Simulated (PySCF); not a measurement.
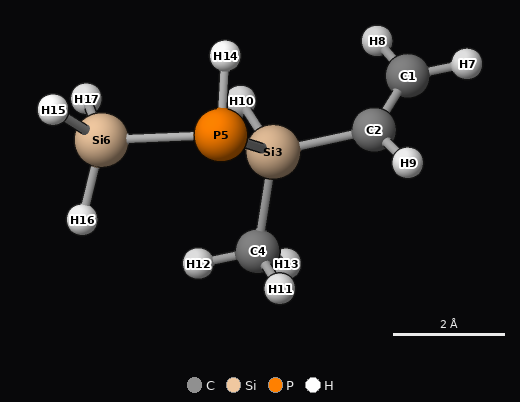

The structure as given in the input (ball-and-stick view, seen at a tilt; atoms are numbered from 1 in the order of the input). Bond lengths as drawn: C–C 1.34 Å, C–H 1.10 Å, C–Si 1.87 to 1.88 Å, H–P 1.43 Å, H–Si 1.49 to 1.50 Å and P–Si 2.26 to 2.27 Å.

**What a change does: excited-state calculation on C3H11PSi2**

System: C3H11PSi2, SMILES C=C[Si@@H](C)P[SiH3].
Method of the first run: TDDFT PBE0/6-31+G*, vertical, gas phase, core orbitals frozen in the response (PySCF 2.14.0).

The geometry comes from this level: PBE0-D3(BJ)/def2-SVP. Text and figures count atoms from 1; the logs count them from 0 in places.

Input, the first run:
```
{"job": {"kind": "uv", "xc": "PBE0", "basis": "6-31+G*"}, "charge": 0, "multiplicity": 1}
C     -3.162374    -0.578538     0.400058
C     -2.213441     0.325222     0.672091
Si    -0.504427     0.284335    -0.081080
C     -0.102199     1.885332    -0.978527
P      0.991621     0.067614     1.615696
Si     2.788790    -0.413841     0.336423
H     -4.158232    -0.536340     0.855955
H     -2.985608    -1.407673    -0.294957
H     -2.450915     1.130201     1.381317
H     -0.443743    -0.875997    -1.027949
H     -0.109175     2.733181    -0.275848
H      0.891772     1.842916    -1.450338
H     -0.847440     2.081117    -1.764965
H      0.667894    -1.298389     1.891846
H      3.864285    -0.985079     1.202574
H      3.282697     0.866026    -0.257421
H      2.507551    -1.372512    -0.778404
```

The first line tells a small driver script what to run in PySCF; the rest is the geometry in Å.

Hardware: 1 CPU thread, shared host.

Output (the first run):
```
coarse grid: 14952 points
cycle   1  E = -1040.7244855524  dE =  1.014e-01  |g| = 3.968e-01  |ddm| = 4.629e+00
cycle   2  E = -1040.7156940142  dE =  8.792e-03  |g| = 4.308e-01  |ddm| = 1.693e+00
cycle   3  E = -1040.7683144184  dE = -5.262e-02  |g| = 5.061e-02  |ddm| = 1.244e+00
cycle   4  E = -1040.7687810445  dE = -4.666e-04  |g| = 3.273e-02  |ddm| = 1.461e-01
cycle   5  E = -1040.7690694028  dE = -2.884e-04  |g| = 4.362e-03  |ddm| = 4.041e-02
cycle   6  E = -1040.7690753823  dE = -5.979e-06  |g| = 9.666e-04  |ddm| = 1.820e-02
final grid: 128496 points
cycle   7  E = -1040.6935742349  dE = -1.501e-05  |g| = 7.211e-03  |ddm| = 6.069e-02
cycle   8  E = -1040.6935686725  dE =  5.562e-06  |g| = 8.471e-03  |ddm| = 3.385e-02
cycle   9  E = -1040.6935898244  dE = -2.115e-05  |g| = 2.461e-04  |ddm| = 1.890e-02
cycle  10  E = -1040.6935898388  dE = -1.440e-08  |g| = 1.275e-04  |ddm| = 9.583e-04
cycle  11  E = -1040.6935898430  dE = -4.168e-09  |g| = 4.681e-05  |ddm| = 3.681e-04
cycle  12  E = -1040.6935898435  dE = -5.339e-10  |g| = 1.728e-05  |ddm| = 9.599e-05
converged SCF energy = -1040.6935898435

Static polarisability (au): isotropic 116.710, principal 99.943 103.427 146.759

Singlet excitations
state   eV       nm        f      main configurations
  1   5.4851    226.0   0.03243   H->L 0.96
  2   6.0655    204.4   0.02859   H->L+1 0.81, H->L+2 0.11
  3   6.2009    199.9   0.02630   H->L+2 0.36, H-1->L 0.33, H-2->L 0.21
  4   6.3909    194.0   0.29834   H->L+2 0.47, H-1->L 0.20, H-2->L 0.17
  5   6.4866    191.1   0.04364   H->L+3 0.87
  6   6.6809    185.6   0.20556   H-2->L 0.35, H-1->L 0.32
  7   6.7306    184.2   0.03449   H->L+4 0.53, H->L+6 0.26
  8   6.7531    183.6   0.02161   H->L+6 0.51, H->L+4 0.27
  9   6.8183    181.8   0.19665   H-1->L+1 0.70
 10   6.9522    178.3   0.03677   H->L+5 0.70, H-1->L+1 0.11

Triplet excitations (Tamm-Dancoff, eV): 4.1103 5.1457 5.4404 5.6960
```

For the second run the input was changed thus:
```diff
-"basis": "6-31+G*"
+"basis": "aug-cc-pVDZ"
```

What does this change do to the results?

The total energy of the second run is 42.1 kcal/mol lower, which measures the change of basis and not a stability. The dipole moment goes from 1.27 to 1.16 D. The lowest excitation goes from 5.49 to 5.42 eV. The strongest computed line goes from 6.39 to 6.70 eV. The number of SCF iterations is the same. The basis functions go from 142 to 249.

Output (the second run):
```
coarse grid: 14952 points
cycle   1  E = -1040.6994695011  dE =  1.282e-01  |g| = 3.871e-01  |ddm| = 9.731e+00
cycle   2  E = -1040.6906556859  dE =  8.814e-03  |g| = 4.224e-01  |ddm| = 2.015e+00
cycle   3  E = -1040.7406427748  dE = -4.999e-02  |g| = 5.221e-02  |ddm| = 9.657e-01
cycle   4  E = -1040.7411606014  dE = -5.178e-04  |g| = 3.383e-02  |ddm| = 1.570e-01
cycle   5  E = -1040.7414682719  dE = -3.077e-04  |g| = 5.212e-03  |ddm| = 6.816e-02
cycle   6  E = -1040.7414771034  dE = -8.832e-06  |g| = 9.837e-04  |ddm| = 1.635e-02
final grid: 128496 points
cycle   7  E = -1040.7607136898  dE = -1.936e-05  |g| = 7.060e-03  |ddm| = 1.675e-01
cycle   8  E = -1040.7607080005  dE =  5.689e-06  |g| = 8.317e-03  |ddm| = 3.877e-02
cycle   9  E = -1040.7607282111  dE = -2.021e-05  |g| = 2.771e-04  |ddm| = 1.953e-02
cycle  10  E = -1040.7607282352  dE = -2.410e-08  |g| = 1.122e-04  |ddm| = 1.112e-03
cycle  11  E = -1040.7607282392  dE = -4.015e-09  |g| = 3.315e-05  |ddm| = 3.652e-04
cycle  12  E = -1040.7607282395  dE = -3.038e-10  |g| = 1.052e-05  |ddm| = 1.053e-04
converged SCF energy = -1040.7607282395

Static polarisability (au): isotropic 127.495, principal 108.762 114.196 159.526

Singlet excitations
state   eV       nm        f      main configurations
  1   5.4191    228.8   0.02634   H->L 0.96
  2   5.9605    208.0   0.02063   H->L+1 0.87, H->L+4 0.08
  3   6.1110    202.9   0.04738   H-1->L 0.40, H->L+2 0.29, H-2->L 0.23
  4   6.2935    197.0   0.23016   H->L+2 0.62, H-1->L 0.14, H-2->L 0.13
  5   6.3869    194.1   0.03858   H->L+3 0.73, H->L+6 0.16
  6   6.5469    189.4   0.01624   H->L+6 0.40, H->L+7 0.22, H->L+8 0.10
  7   6.5738    188.6   0.06066   H->L+4 0.55, H-1->L+1 0.14, H-1->L 0.08
  8   6.6000    187.9   0.10871   H-2->L 0.30, H->L+4 0.21, H-1->L 0.18
  9   6.6967    185.1   0.24153   H-1->L+1 0.49, H->L+5 0.12, H-1->L+2 0.10
 10   6.7597    183.4   0.02444   H->L+5 0.63, H-1->L+1 0.15, H->L+6 0.09

Triplet excitations (Tamm-Dancoff, eV): 4.1113 5.1293 5.4315 5.6088
```

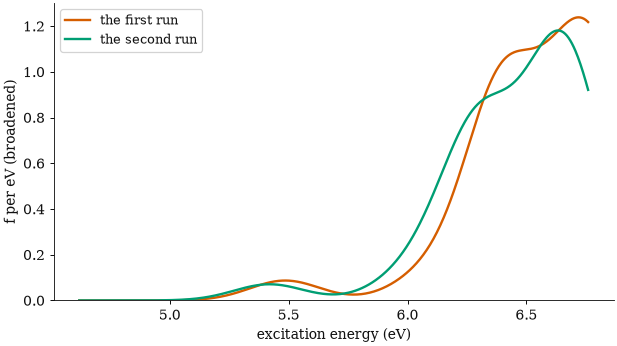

Absorption of the two runs from their computed states, each broadened by a Gaussian of 0.35 eV full width; the range ends where the shorter list of states ends.

The two runs side by side:

| quantity | the first run | the second run |
| --- | --- | --- |
| outcome | converged | converged |
| total energy (hartree) | −1040.693590 | −1040.760728 |
| HOMO (eV) | −7.16 | −7.16 |
| LUMO (eV) | −0.69 | −0.74 |
| dipole moment (D) | 1.27 | 1.16 |
| lowest excitation (eV) | 5.49 | 5.42 |
| SCF iterations | 12 | 12 |
| strongest computed line (eV) | 6.39 | 6.70 |
| basis functions | 142 | 249 |
| wall time (shared host) | 13 s | 28 s |
